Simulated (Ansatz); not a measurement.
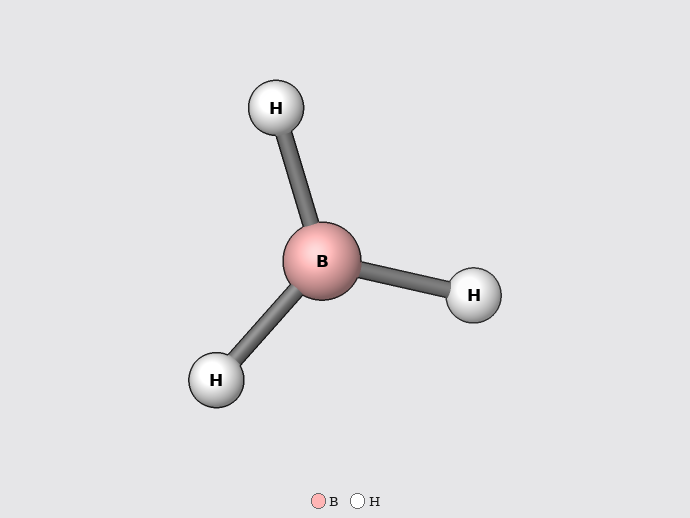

The picture shows a molecular structure as a ball-and-stick model.

Description:

The molecule is BH3. The point group is D3h. All atoms lie on one plane. Coordination: 1 B trigonal planar.

More results for the same structure follow; atom numbers are the same in all pictures, views and colours differ. The computed structure is the end point of a PBE0-D4/def2-TZVP optimisation.

Geometry

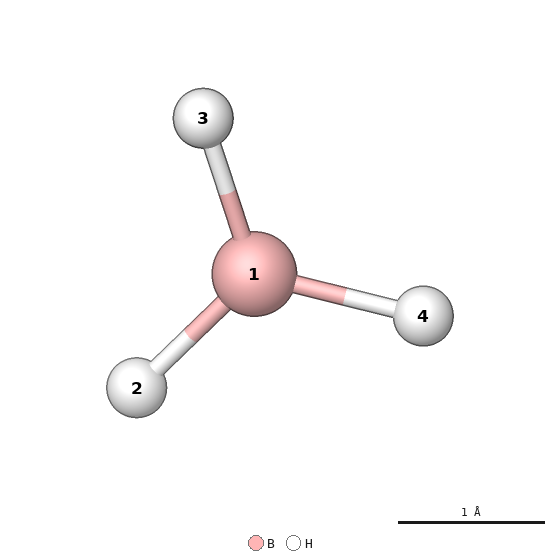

Numbered structure.

What are the angles H2–B1–H3?

| angle | degrees |
| --- | --- |
| H2–B1–H3 | 120.0 |

Vibrations

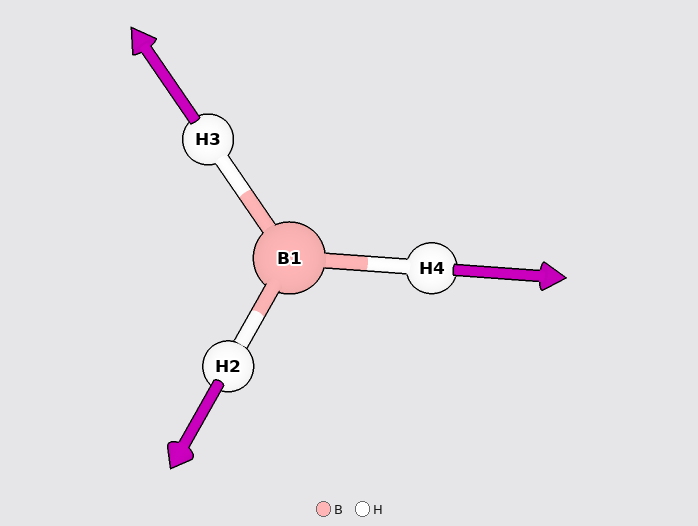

The arrows show one normal mode. Harmonic vibrations computed with RKS PBE0-D4/def2-TZVP (Ansatz 0.2.0) at a stationary point of the same level.

> Describe the motion.

Mostly in-phase stretching of 3 B–H bonds.

> At what wavenumber does it lie?

2557 cm⁻¹; it is mode 4 of 6 counted from the lowest.

Electronic properties

Method: RKS PBE0-D4/def2-TZVPP (Ansatz 0.2.0).

Computed properties:

- HOMO energy (Kohn–Sham orbital): −9.92 eV
- LUMO energy (Kohn–Sham orbital): −1.96 eV
- HOMO–LUMO gap: 7.96 eV

Thermal motion

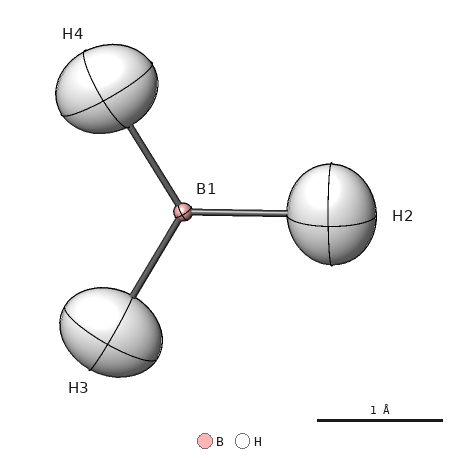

Displacement ellipsoids at the 50 % level, enlarged 3 times, from the internal vibrations of the free molecule (harmonic, no overall translation or rotation; no half-axis is drawn under 0.075 Å). Vibrations computed with RKS PBE0-D4/def2-TZVP (Ansatz 0.2.0). Temperature: 100 K.

Give the displacement parameters, one line for each set of equivalent atoms.

| atom | U_eq (Å²) | rms amplitudes (Å) |
| --- | --- | --- |
| B1 | 0.00023 | 0.014, 0.014, 0.017 |
| H2, H3, H4 | 0.0060 | 0.062, 0.077, 0.091 |

Charges

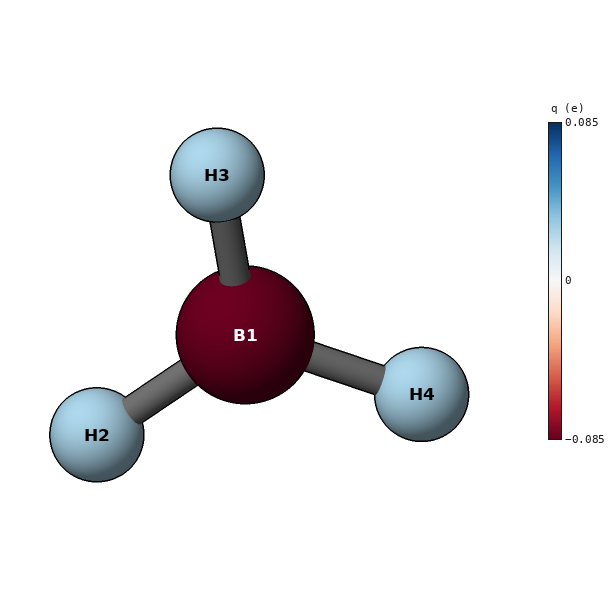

Atoms are coloured by their Mulliken charges. Properties computed with RKS PBE0-D4/def2-TZVP (Ansatz 0.2.0).

List the Mulliken charges.

```json
{"atom": "B1", "value (e)": "−0.08"}
{"atom": "H2", "value (e)": "0.03"}
{"atom": "H3", "value (e)": "0.03"}
{"atom": "H4", "value (e)": "0.03"}
```

Mulliken values depend strongly on the basis set and can even reverse the polarity of a bond.
